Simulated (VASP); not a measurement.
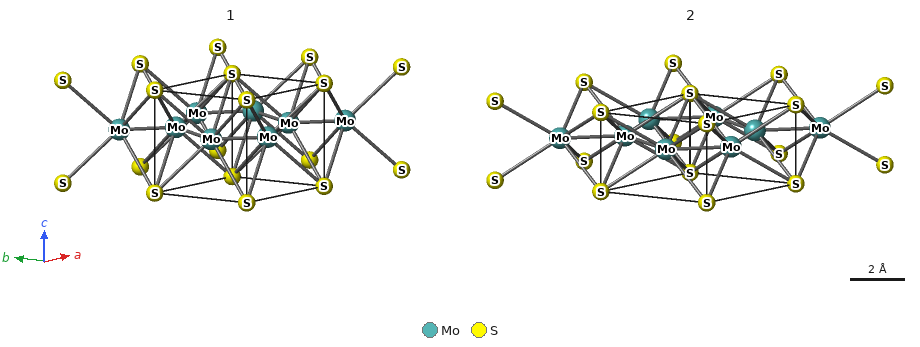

Two geometries of a crystal of Mo2S (a generated structure, set up in P6/mmm), drawn at one scale. One is the start of a relaxation, the other its converged end. Style: ball-and-stick. Shown: the cell of the calculation, repeated 2 × 2 × 1 with one cell outlined, from a free direction.

Computed with Kohn-Sham DFT of a periodic cell, PBE, VASP PAW PBE potentials, recommended (VASP 6.6.1). Set-up: plane-wave cutoff 600 eV; k-point mesh 6 × 6 × 4; occupations gaussian; smearing width 0.1 eV; no spin polarisation.

**Which of the two is the end point?**

Structure 2 is the relaxed one. The run lets cell and atoms move. No atom moves by more than 0.005 Å relative to the cell. The volume changes by +1.8 %, with a = b 3.700 → 4.258 Å (+15.1 %), c 3.995 → 3.071 Å (−23.1 %). Near-neighbour distances that change, for instance: Mo–Mo 3.995 → 3.071 Å, Mo–Mo 2.136 → 2.458 Å, Mo–S 2.924 → 2.899 Å. The space group stays P6/mmm (No. 191). The energy falls by 838 meV per atom in 13 geometry steps. All forces vanish by symmetry, so only the cell relaxes. Pressure: 41.29 GPa at the start and 0.03 GPa at the end. At step 7 the optimiser overshot: the energy rose above the start, and later steps came back. It ran on 1 thread of AMD EPYC 7R43 64-Core Processor (Zen 3), with other jobs on the host.
